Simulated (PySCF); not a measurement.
# HS− (hydrosulfide): levels of theory compared

We compute a comparison of 6 runs (M06-2X/SBKJC, UMP2/SBKJC, CCSDTQ/SBKJC, NEVPT2(2,2)/SBKJC, NEVPT2(8,5)/SBKJC, FCI/SBKJC) of HS− (hydrosulfide). Input form: a Python script.

Program for the calculation: PySCF 2.14.0.

13 further runs of the same task are left out: 3 that didn't finish, 10 set aside as unsound or not needed.

## (1) The system as given

HS− has 2 atoms, charge -1, and is taken as a singlet. SMILES: `[SH-]`. The S1–H2 distance was set to 1.615 Å, away from the relaxed value.

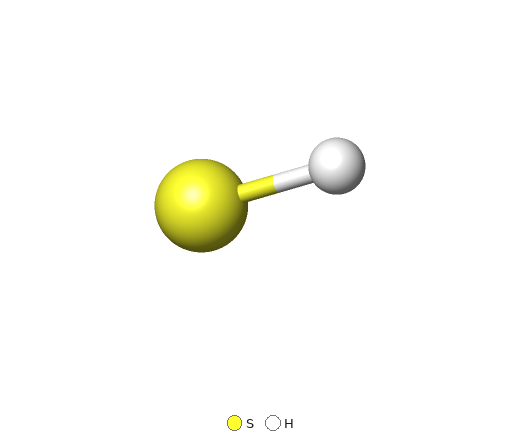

The structure, seen from a chosen angle (sulfur yellow, hydrogen white).

## (2) A single-point energy at M06-2X/SBKJC (core potential) (run 1)

Contents of input.py:

```python
from pyscf import gto, dft

mol = gto.M(
    atom='S 0.804614 -0.263071 0.413717; H -0.574700 0.187900 -0.295500',
    basis='sbkjc',
    max_memory=1860,
    ecp={'S': 'sbkjc'},
    charge=-1,
    verbose=3,
)

calc0 = dft.RKS(mol, xc='m06-2x')
calc0.grids.level = 5
calc0.conv_tol = 1e-10
calc0.kernel()
if not calc0.converged:
    calc0 = calc0.newton().run(calc0.mo_coeff, calc0.mo_occ)

e_tot = calc0.e_tot
print('Final energy', e_tot)
```

Launch:

```
OMP_NUM_THREADS=1 python input.py
```

The program printed:

```text
converged SCF energy = -10.695815018895
Final energy -10.695815018894983
```

Run time: 1.2 s. Hardware: 1 thread of Arm Neoverse V1, shared host; peak memory 0.15 GiB.

## (3) A single-point energy at UMP2/SBKJC (core potential) (run 2)

Contents of job.py:

```python
from pyscf import gto, scf, mp

mol = gto.M(
    atom='S 0.804614 -0.263071 0.413717; H -0.574700 0.187900 -0.295500',
    verbose=3,
    max_memory=1860,
    ecp={'S': 'sbkjc'},
    charge=-1,
    basis='sbkjc',
)

mf = scf.UHF(mol)
mf.conv_tol = 1e-10
mf.kernel()
if not mf.converged:
    mf = mf.newton().run(mf.mo_coeff, mf.mo_occ)
for _ in range(3):
    mo, _, stable, _ = mf.stability(return_status=True)
    if stable:
        break
    mf.kernel(mf.make_rdm1(mo, mf.mo_occ))

pt = mp.MP2(mf).run()
etot = pt.e_tot
print(f'total energy: {etot:.8f} hartree')
```

Launch:

```
OMP_NUM_THREADS=1 python job.py
```

The program printed:

```text
converged SCF energy = -10.4889513172114  <S^2> = 3.7596593e-12  2S+1 = 1
<class 'pyscf.scf.uhf.UHF'> wavefunction is stable in the internal stability analysis
E(UMP2) = -10.5364174256086  E_corr = -0.0474661083971495
E(SCS-UMP2) = -10.5394955301528  E_corr = -0.0505442129414234
total energy: -10.53641743 hartree
```

It took 0.83 s on 1 thread of Arm Neoverse V1, shared host; peak memory 0.12 GiB.

## (4) The energy at CCSDTQ/SBKJC (core potential) (run 3)

Contents of geometry.xyz:

```xyz
2
HS
S      0.804614    -0.263071     0.413717
H     -0.574700     0.187900    -0.295500
```

Contents of job.py:

```python
from pyscf import gto, cc

system = gto.M(
    atom='geometry.xyz',
    charge=-1,
    max_memory=1860,
    basis='sbkjc',
    ecp={'S': 'sbkjc'},
    verbose=4,
)

mf = system.RHF()
mf.conv_tol = 1e-10
mf.kernel()
if not mf.converged:
    mf = mf.newton().run(mf.mo_coeff, mf.mo_occ)

mycc = cc.CCSDTQ(mf)
mycc.kernel()
e_final = mycc.e_tot
print('E(%s) = %.9f' % ('CCSDTQ', e_final))
```

Launch:

```
OMP_NUM_THREADS=1 python job.py
```

The program printed:

```text
PySCF version 2.14.0

[INPUT] num. atoms = 2
[INPUT] num. electrons = 8
[INPUT] charge = -1
[INPUT] spin (= nelec alpha-beta = 2S) = 0
[INPUT] symmetry False subgroup None
[INPUT] Mole.unit = angstrom
[INPUT] Symbol           X                Y                Z      unit          X                Y                Z       unit  Magmom
[INPUT]  1 S      0.804614000000  -0.263071000000   0.413717000000 AA    1.520500095991  -0.497132141315   0.781811823077 Bohr   0.0
[INPUT]  2 H     -0.574700000000   0.187900000000  -0.295500000000 AA   -1.086025603788   0.355079538806  -0.558414069809 Bohr   0.0

nuclear repulsion = 1.96574013648046
number of shells = 6
number of NR pGTOs = 19
number of NR cGTOs = 10
basis = sbkjc
ecp = {'S': 'sbkjc'}

[... 33 lines left out ...]
converged SCF energy = -10.4889513172118
[... 15 lines left out ...]
WARN: A large `blksize` is being used, which may cause large memory consumption
[... 10 lines left out ...]
Init t2, MP2 energy = -10.536417422680  E_corr(MP2) -0.047466105468
[... 10 lines left out ...]
RCCSDTQ converged
[... 3 lines left out ...]
E(CCSDTQ) = -10.550179167
```

It took 7.8 s on 1 thread of Arm Neoverse V1, shared host; peak memory 0.14 GiB.

Runs 4 to 5 aren't shown in full; the table further down has their settings and results.

## (5) The energy at FCI/SBKJC (core potential) (run 6)

Contents of job.py:

```python
from pyscf import gto, mcscf
from pyscf import fci

mol = gto.M(
    atom=[
    ('S', (0.804614, -0.263071, 0.413717)),
    ('H', (-0.574700, 0.187900, -0.295500)),
],
    basis='sbkjc',
    verbose=3,
    ecp={'S': 'sbkjc'},
    charge=-1,
    max_memory=1860,
)

myscf = mol.RHF()
myscf.conv_tol = 1e-10
myscf.kernel()
if not myscf.converged:
    myscf = myscf.newton().run(myscf.mo_coeff, myscf.mo_occ)

cas = mcscf.CASCI(myscf, myscf.mo_coeff.shape[-1] - 0, (mol.nelec[0] - 0, mol.nelec[1] - 0))  # full CI above the frozen core
cas.fcisolver = fci.direct_spin0.FCI(mol)  # even spin states alone
cas.kernel()
print('<S^2> = %.4f' % cas.fcisolver.spin_square(cas.ci, cas.ncas, cas.nelecas)[0])
etot = cas.e_tot
print('E = %.10f Eh' % etot)
```

Launch:

```
OMP_NUM_THREADS=1 python job.py
```

The program printed:

```text
converged SCF energy = -10.4889513172118
CASCI E = -10.5501814728979  E(CI) = -12.5159216093784  S^2 = 0.0000000
<S^2> = 0.0000
E = -10.5501814729 Eh
```

Wall time 1 s (1 thread of Arm Neoverse V1, shared host); peak memory 0.12 GiB.

## (6) Overview of the runs

```csv
run,level,integration grid,frozen core orbitals,energy (Eh),HOMO energy (eV),LUMO energy (eV),HOMO–LUMO gap (eV),wall time
1,M06-2X/SBKJC (core potential),5,–,-10.695815,-0.47,7.80,8.26,1.2 s
2,UMP2/SBKJC (core potential),–,0,-10.536417,-2.25,10.54,12.79,0.83 s
3,CCSDTQ/SBKJC (core potential),–,0,-10.550179,-2.25,10.54,12.79,7.8 s
4,"NEVPT2(2,2)/SBKJC (core potential)",–,–,-10.544172,-2.25,10.54,12.79,0.91 s
5,"NEVPT2(8,5)/SBKJC (core potential)",–,–,-10.540921,-2.25,10.54,12.79,0.91 s
6,FCI/SBKJC (core potential),–,0,-10.550181,-2.25,10.54,12.79,1 s
```

## (7) Results

| quantity | value |
| --- | --- |
| run 6: total energy | -10.55018 Eh |
| run 6: HOMO energy (Hartree–Fock orbitals) | -2.25 eV |
| run 6: LUMO energy (Hartree–Fock orbitals) | 10.54 eV |
| run 6: HOMO–LUMO gap (to an unbound level, set by the basis) | 12.79 eV |
| run 6: correlation energy | -61.2 mEh |

What this shows: Against full CI in this basis: UMP2 +13.8 mEh; CCSDTQ +0.0 mEh; NEVPT2(2,2) +6.0 mEh; NEVPT2(8,5) +9.3 mEh. All runs together took 13 s, the longest 7.8 s.
